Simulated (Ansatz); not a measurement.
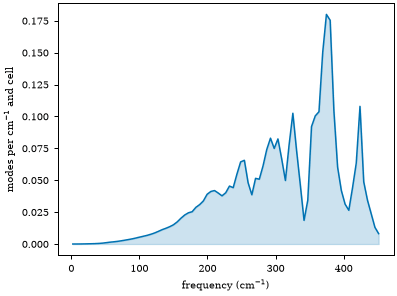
Figure: Phonon density of states of FeS2 (Pnnm, relaxed from the marcasite type); finite displacements on a 4×4×6 mesh, PBE in Ansatz (a program for electronic structure), k mesh 8×4×6

The cell was generated from a structure type, relaxed within its symmetry, and need not be the phase found at ambient conditions. Dynamical quadrupoles are not included in the interpolation of the phonons between the solved wave vectors.

Q: Where is the tallest peak, and is there a gap in the spectrum?

A: The tallest peak lies near 370 cm⁻¹. No clear gap shows at this resolution.
